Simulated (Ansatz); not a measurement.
# C2HGaO (charge −1, doublet): what the fields show

Input

```
crystal:
  periodic: [false, false, false]
  atoms:
    - {symbol: C, position_ang: [-0.783930, -1.342234, 2.317885]}
    - {symbol: C, position_ang: [-0.169971, -1.413623, 1.191623]}
    - {symbol: Ga, position_ang: [-0.029550, -0.927224, -0.585920]}
    - {symbol: O, position_ang: [-1.297946, -1.331659, 3.410855]}
    - {symbol: H, position_ang: [1.175033, -1.491776, -1.510760]}
basis:
  gaussian:
    orbitals: def2-TZVPD
magnetization:
  spin_polarized: true
  initial_magnetization: 1
output: {forces: true, orbitals: {seedname: orbitals}}
total_charge: -1
hamiltonian:
  xc: {name: PBE0}
```

Launched as:

```sh
ansatz run input.yaml --threads 2 --pin off --max-ram 4350MiB --events-out events.jsonl --progress --plain --runs-dir runs
```

Geometry: r2SCAN-D4/def2-SVPD.

Method: isolated molecule in a Gaussian basis; Kohn-Sham density functional theory, functional PBE0 (Ansatz 0.2.0).

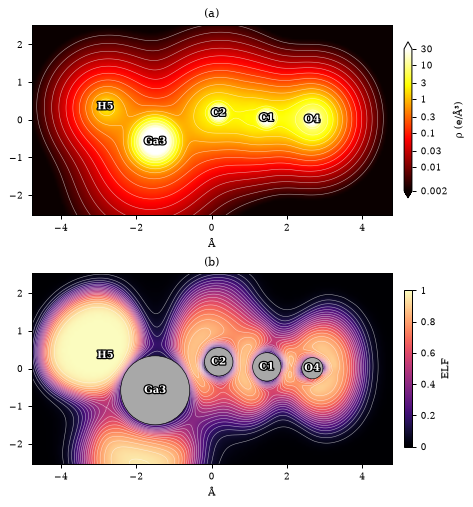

Figure 1. (a) electron density; (b) electron localisation function on the molecular plane. Grey discs cover the atomic cores in the ELF map.

**What does the map show?**

- Atoms in the plane: C, Ga, O and H.
- C–O (1.21 Å): ρ at the midpoint is about 3.3 e/Å³; the ELF peaks at about 0.85 between the atoms; a multiple bond.
- C–C (1.28 Å): the density is about 2.4 e/Å³ at the midpoint; the ELF peaks at about 0.90 between the atoms: a multiple bond.
- C–Ga (1.85 Å): ρ is about 0.87 e/Å³ halfway; the ELF peaks at about 0.90 in the valence shell of C, 0.6 Å from its nucleus, and is about 0.40 at the midpoint.
- Ga–H (1.62 Å): ρ at the midpoint is about 0.85 e/Å³; the ELF climbs to about 1 towards the hydrogen.
- The ELF also peaks beside O4, away from the bonds: non-bonding electrons, paired or unpaired.

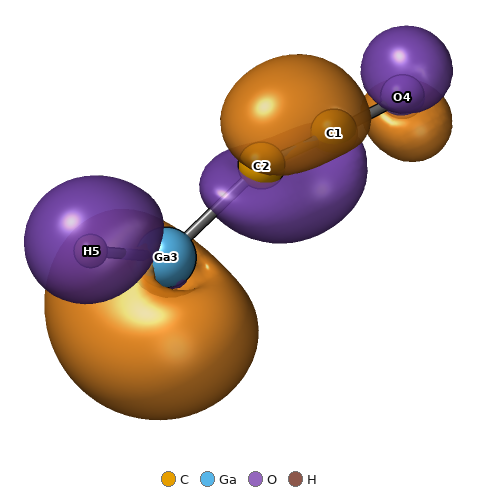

Figure 2. The HOMO (α) at ±0.1 Å⁻³ᐟ² (orange and purple are the two phases), seen at an oblique angle.

**Describe this orbital and give its energy.**

By Hirshfeld shares it lies mainly on Ga3 (about 50 %), C2 (about 15 %), C1 (about 10 %), H5 (about 10 %) and O4 (about 10 %); it is symmetric in the molecular plane (an in-plane orbital: σ, lone-pair or in-plane π type). Its energy is −0.27 eV.

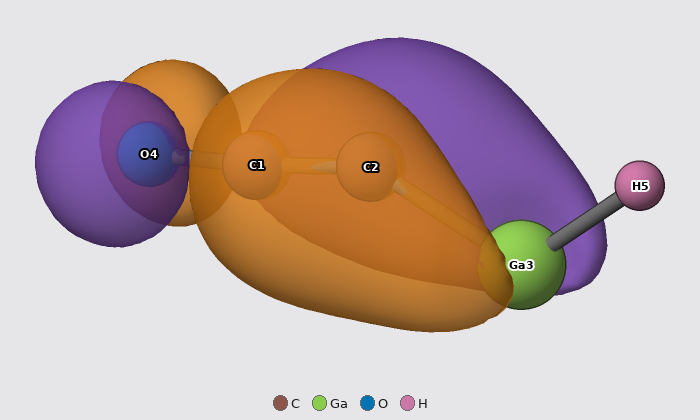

Figure 3. The HOMO−1 (α) at ±0.1 Å⁻³ᐟ² (orange and purple are the two phases), seen at a tilt.

**Describe this orbital and give its energy.**

Its weight (Hirshfeld) is mainly on C2 (about 45 %), O4 (about 20 %), C1 (about 15 %) and Ga3 (about 15 %); it changes sign across the molecular plane (π type); π-bonding across C1–C2 and C2–Ga3; π-antibonding (a node) across C1–O4. Its energy is −1.41 eV.
